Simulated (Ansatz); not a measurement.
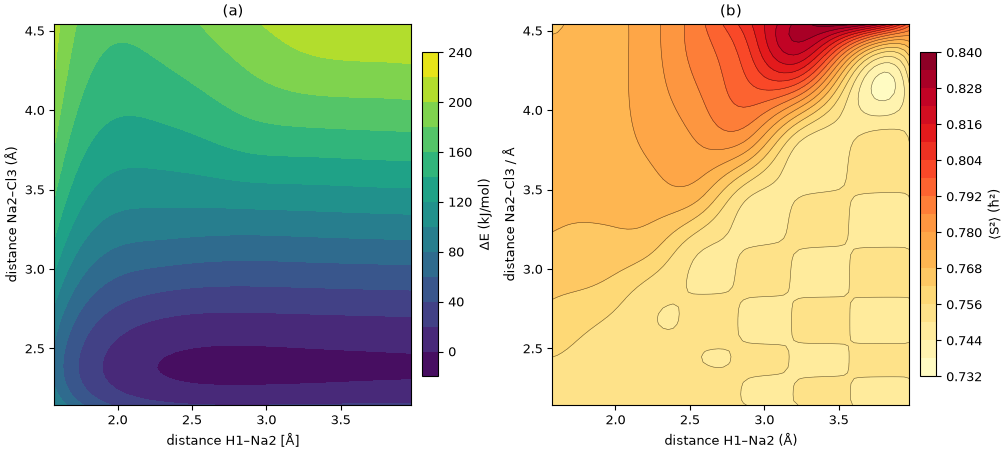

The system H + NaCl, spin multiplicity 2. The first coordinate is: distance H1–Na2; the second: distance Na2–Cl3. Nothing is relaxed (the angle H1–Na2–Cl3 is fixed at 180 degrees). The grid has 9 × 9 points. Energies are in kJ/mol, from H far from the relaxed NaCl (each part in its own basis). Theory: Ansatz 0.2.0, UKS PBE0-D4/def2-SVPD.

Panel (a) is the energy and panel (b) the computed ⟨S²⟩ on the same grid.

Drawn: filled contours. Between grid points the surface is interpolated.

> How does the ⟨S²⟩ vary over the map, and what is it at the lowest grid point?

Leaving out the highest fifth of the energies, it runs from 0.75 ħ² at distance H1–Na2 = 2.879 Å, distance Na2–Cl3 = 2.144 Å to 0.79 ħ² at distance H1–Na2 = 2.551 Å, distance Na2–Cl3 = 4.162 Å. At the lowest grid point, distance H1–Na2 = 2.879 Å, distance Na2–Cl3 = 2.305 Å, it is 0.75 ħ².

| distance Na2–Cl3 ↓, distance H1–Na2 → | 1.576 | 1.737 | 1.972 | 2.247 | 2.551 | 2.879 | 3.227 | 3.594 | 3.976 |
| --- | --- | --- | --- | --- | --- | --- | --- | --- | --- |
| 4.544 | 0.77 | 0.77 | 0.77 | 0.78 | 0.79 | 0.81 | 0.83 | 0.84 | 0.80 |
| 4.162 | 0.77 | 0.77 | 0.77 | 0.78 | 0.79 | 0.80 | 0.80 | 0.75 | 0.75 |
| 3.795 | 0.77 | 0.77 | 0.77 | 0.78 | 0.78 | 0.78 | 0.75 | 0.75 | 0.75 |
| 3.447 | 0.77 | 0.77 | 0.77 | 0.77 | 0.77 | 0.75 | 0.75 | 0.75 | 0.75 |
| 3.119 | 0.77 | 0.77 | 0.77 | 0.76 | 0.75 | 0.75 | 0.75 | 0.75 | 0.75 |
| 2.815 | 0.76 | 0.76 | 0.76 | 0.75 | 0.75 | 0.75 | 0.75 | 0.75 | 0.75 |
| 2.540 | 0.76 | 0.76 | 0.75 | 0.75 | 0.75 | 0.75 | 0.75 | 0.75 | 0.75 |
| 2.305 | 0.75 | 0.75 | 0.75 | 0.75 | 0.75 | 0.75 | 0.75 | 0.75 | 0.75 |
| 2.144 | 0.75 | 0.75 | 0.75 | 0.75 | 0.75 | 0.75 | 0.75 | 0.75 | 0.75 |
